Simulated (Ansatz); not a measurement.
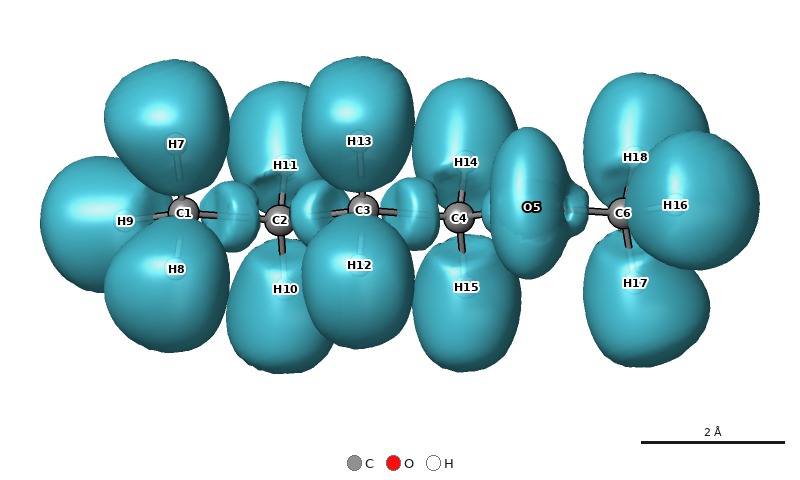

The picture shows: C₅H₁₂O. Isosurface of the electron localisation function at 0.75 (cyan), seen from one side. Core shells and regions of very low density are left out.

Geometry: PBE0-D4/def2-TZVP.

Computed with RKS PBE0-D4/def2-TZVPP in Ansatz 0.2.0.

Input

```
crystal:
  periodic: [false, false, false]
  atoms:
    - {symbol: C, position_ang: [-1.563860, -1.021308, 2.276842]}
    - {symbol: C, position_ang: [-0.335618, -0.480986, 1.565369]}
    - {symbol: C, position_ang: [-0.587420, -0.197526, 0.093920]}
    - {symbol: C, position_ang: [0.633922, 0.340930, -0.610683]}
    - {symbol: O, position_ang: [0.325997, 0.575725, -1.960052]}
    - {symbol: C, position_ang: [1.416099, 1.079068, -2.676966]}
    - {symbol: H, position_ang: [-1.902447, -1.956074, 1.821561]}
    - {symbol: H, position_ang: [-2.393414, -0.310891, 2.223422]}
    - {symbol: H, position_ang: [-1.362272, -1.218887, 3.332035]}
    - {symbol: H, position_ang: [0.000655, 0.437186, 2.060907]}
    - {symbol: H, position_ang: [0.488789, -1.196937, 1.662494]}
    - {symbol: H, position_ang: [-1.403122, 0.525248, -0.014533]}
    - {symbol: H, position_ang: [-0.911674, -1.112066, -0.414021]}
    - {symbol: H, position_ang: [1.467553, -0.376735, -0.532683]}
    - {symbol: H, position_ang: [0.970395, 1.275501, -0.131704]}
    - {symbol: H, position_ang: [1.093936, 1.231308, -3.707513]}
    - {symbol: H, position_ang: [1.761401, 2.039312, -2.267215]}
    - {symbol: H, position_ang: [2.263683, 0.378532, -2.669582]}
basis:
  gaussian: {orbitals: def2-TZVPP}
hamiltonian: {xc: pbe0, dispersion: d4}
output: {orbitals: {seedname: orbitals}}
```

Run with:

```sh
ansatz run in.yaml --threads 2 --pin off --events-out ev --progress --plain --max-ram 22528MiB --backend cuda --devices 0, --max-vram 18GiB
```

Identify the bonds, lone pairs and shells in this picture.

At this value the surface marks out three regions between bonded C–C atoms (shared pairs), twelve regions around hydrogen nuclei and one region on O in which the atom's valence shell and bonds are merged. Along the contacts the grid gives the following. C–O (1.40 Å): the ELF peaks at about 0.85 between the atoms: a polar covalent bond. C–C (1.51 Å): the ELF peaks at about 0.95 between the atoms, as expected for a covalent bond.
